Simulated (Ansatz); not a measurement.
# Run report: Si₂NH₅OF₂, molecular dynamics (part 5 of 5)

Continued. System: Si₂NH₅OF₂. Method: RKS B3LYP/6-31G (Ansatz 0.2.0). It belongs to a series of runs on one base structure; here: dynamics from the start.

Geometry of the input (Å):
```
Si -0.2089  -0.2137  -0.0971
O  -0.9109  -0.4604  1.3703
Si -1.4393  -0.3292  2.9863
H  -2.6641  -1.1794  3.1377
H  -0.3542  -0.8238  3.8946
H  -1.7611  1.1013  3.2993
F  1.4533  -0.0428  0.0624
F  -0.6431  1.2823  -0.7220
N  -0.6364  -1.5049  -1.1449
H  -1.2257  -2.2560  -0.8209
H  -0.3333  -1.5776  -2.1030
```

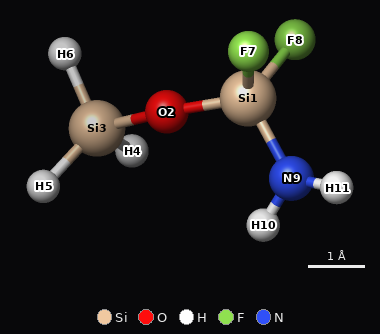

Figure 1. The geometry at step 300 of the log (ball-and-stick view, seen at a tilt; atoms are numbered from 1 in the order of the input).

### Key numbers

- outcome: finished
- mean temperature over the second half: 181 K
- trajectory: 300 steps, 150 fs
- ensemble: nvt_nose_hoover
- temperature in the input: 300.0 K
- time step: 0.5 fs
- potential energy (last step): −24808.5729 eV
- mean-field energy (last step): −24808.5729 eV
- largest force (length of the vector) (last step): 2.747 eV/Å
- hardware: 1 thread of Arm Neoverse V1, 24 GiB of memory available, shared host
- wall time: 24 min
- peak memory: 0.16 GiB

So short a trajectory is not equilibrated. The temperature stays far from the 300 K of the thermostat over the second half: the run isn't equilibrated.
